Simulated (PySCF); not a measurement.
## A study: C₄H₄N₂, SMILES `c1cncnc1`

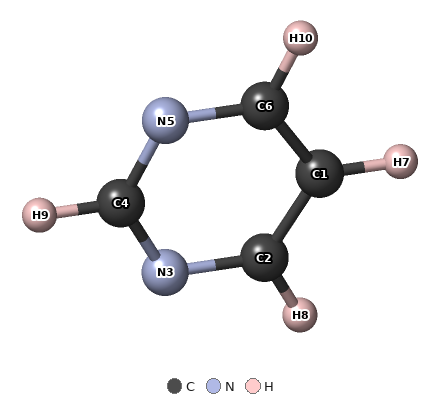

The molecule, with its atoms numbered as below. No frequency check shows the geometry to be a minimum.

Coordinates in Å:

```
C1      -1.3505    0.0175    0.0000
C2      -0.5999    1.1856    0.0000
N3       0.7237    1.1698    0.0000
C4       1.3017   -0.0168    0.0000
N5       0.6919   -1.1888    0.0000
C6      -0.6316   -1.1690    0.0000
H7      -2.4281    0.0313    0.0000
H8      -1.0626    2.1645    0.0000
H9       2.3843   -0.0309    0.0000
H10     -1.1205   -2.1351    0.0000
```

Part 1: Removing or adding an electron

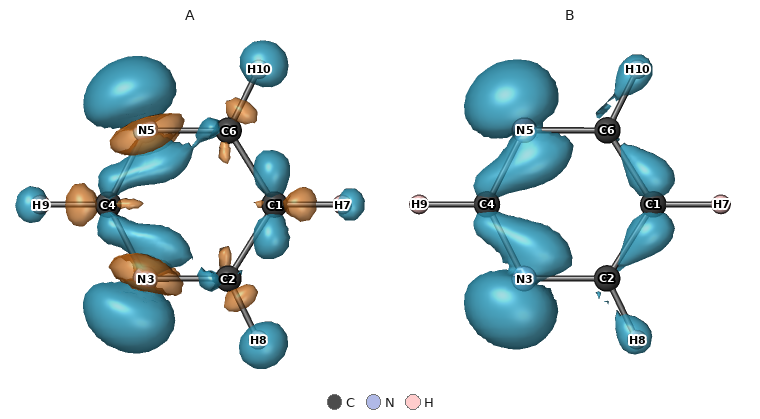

The Fukui function f⁻ from two separate SCF calculations and the density of the HOMO, at ±0.04 e/Å³ (light blue positive, orange negative).

Method: PBE0/def2-SVPD; geometry: GFN2-xTB; program: PySCF.

> Which panel is which, and how good is the frozen-orbital picture?

A is f⁻ (it has negative regions), B the HOMO density. The HOMO lies on N3 and N5 (35 % each), C4 (7 %) and C1, C2 and C6 (5 % each); f⁻ (Hirshfeld-condensed) is largest on N3 and N5 (0.21 each); the vertical ionisation energy is 9.59 eV (the stability of the cation's solution wasn't checked). Relaxation shifts 28 % of the electron between atoms. The orbital energy is −7.43 eV.

Part 2: Localised orbitals

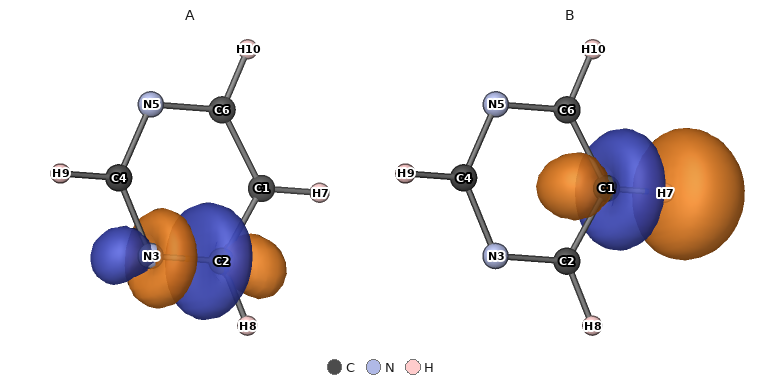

Intrinsic bond orbitals (IBO), occupied and valence-virtual; each surface holds about 85 % of the orbital's density. Energies are diagonal elements of the Fock matrix.

PySCF calculation, TPSSh/6-31G*, gas phase; geometry: GFN2-xTB.

> Identify each orbital.

By panel:
- A: σ* orbital C2–N3 (C2 56 %, N3 44 %; 13.5 eV)
- B: σ* orbital H7–C1 (H7 58 %, C1 41 %; 9.9 eV)

> How do all the valence pairs divide up?

15 pairs: 10 σ bonds, 3 delocalised π orbitals and 2 lone pairs.

Part 3: Stretching a bond

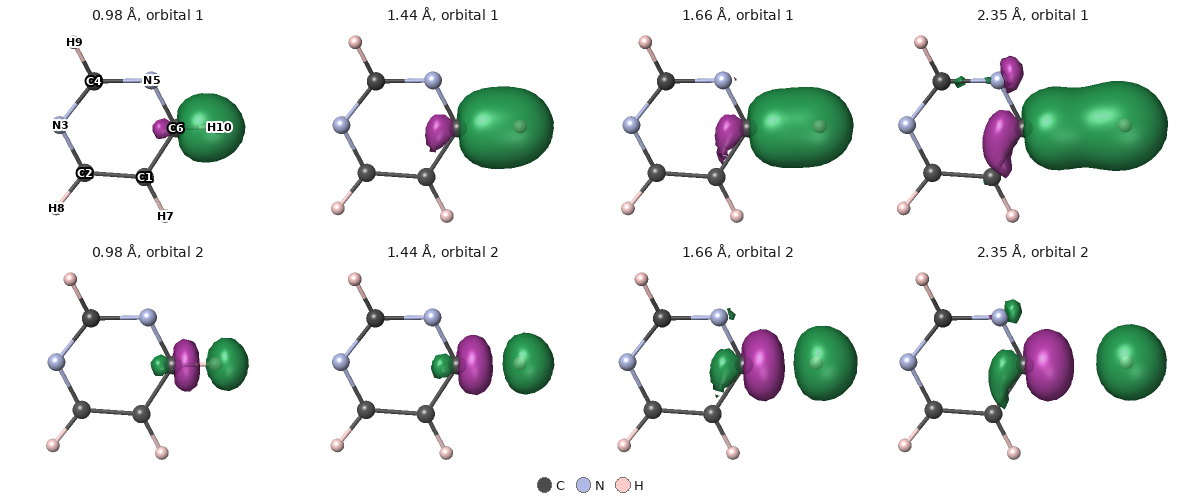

Rigid stretch of the C6–H10 bond. The two CASSCF(2,2) natural orbitals nearest half filling (orbital 1 the more occupied).

Computed with PySCF, def2-SVP basis, geometry: GFN2-xTB.

> How do the occupations change along the stretch?

0.98 Å: 1.99 and 0.01; 1.44 Å: 1.95 and 0.05; 1.66 Å: 1.91 and 0.09; 2.35 Å: 1.60 and 0.40. At the longest distance computed (3.00 Å) they are 1.27 and 0.73, and the effective number of unpaired electrons is 1.7.

UHF's ⟨S²⟩ passes 1 along the scan (up to 1.50), so it also polarises electrons outside the stretched bond; its energy lowering isn't due to that bond alone.

UHF already breaks spin symmetry near equilibrium here (⟨S²⟩ = 0.31 at 1.07 Å), for reasons apart from this bond.

> How much energy does the stretch cost?

By CASSCF, 4.5 eV from the lowest point of the scan (1.07 Å) to 3.00 Å; RHF gives 7.7 eV from its own lowest point. The fragments aren't relaxed and dynamic correlation is missing, so this isn't a bond dissociation energy.
